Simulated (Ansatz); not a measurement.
## Fields on a plane of In2Si2O7 (space group C2/m)

```
CELL_PARAMETERS angstrom
      3.28273    -4.27851     0.00000
      3.28273     4.27851     0.00000
     -1.01619     0.00000     4.57490
ATOMIC_POSITIONS crystal
  In 0.30705 0.69295 0.00000
  In 0.69295 0.30705 0.00000
  Si 0.22283 0.22283 0.41060
  Si 0.77717 0.77717 0.58940
  O  0.92086 0.60611 0.78081
  O  0.07914 0.39389 0.21919
  O  0.39389 0.07914 0.21919
  O  0.60611 0.92086 0.78081
  O  0.00000 0.00000 0.50000
  O  0.60697 0.60697 0.28170
  O  0.39303 0.39303 0.71830
```

The slice is a (100) plane (indices of the conventional cell) through the point (0.223, 0.223, 0.411) (fractional), spanned by u = [001] and v = [1 -1 0] in vectors of this cell: u (4.69 Å) and v (8.56 Å, at 90° to u). It covers one period; positions are fractions (u, v).

Atoms on it: Si at (0.00, 0.00); O at (0.80, 0.84), 0.1 Å off the plane; O at (0.80, 0.16), 0.1 Å off the plane. Other atoms lie within 1 Å of the plane.

Calculation: LDA (plane waves to 420 eV, PAW, scalar-relativistic; Ansatz, a quantum-chemistry and plane-wave program). k mesh 5×5×6. Near the nuclei the fields are pseudised (PAW); where an atom keeps semicore shells as valence, they peak there. In2Si2O7 was relaxed with its symmetry unable to fall.

```
v \ u  0.00  0.15  0.31  0.46  0.62  0.77  0.92
-----  ----  ----  ----  ----  ----  ----  ----
0.88   -0.3  -1.0  -1.3  -1.3  -0.4   0.7   0.3
0.75   -0.9  -1.0  -0.3  -0.5  -0.7  -0.2  -0.5
0.62   -0.9  -0.4   0.6   0.3  -0.9  -1.1  -1.0
0.50    0.0  -0.8  -0.5  -0.9  -1.3  -0.5   0.1
0.38   -0.9  -0.4   0.6   0.3  -0.9  -1.1  -1.0
0.25   -0.9  -1.0  -0.3  -0.5  -0.7  -0.2  -0.5
0.12   -0.3  -1.0  -1.3  -1.3  -0.4   0.7   0.3
0.00   -1.3  -0.4  -0.6  -1.3  -1.3  -0.6  -0.8
```

Values: log₁₀ of the valence density in e/Å³. The scale is logarithmic, as a density can span decades between atoms and voids.

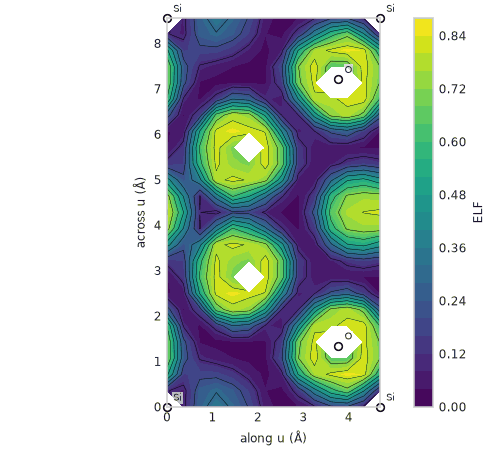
*Electron localisation function (ELF), one period of the plane, atoms marked. Points within 0.3 Å of a nucleus are left white, as the pseudised field means little there.*
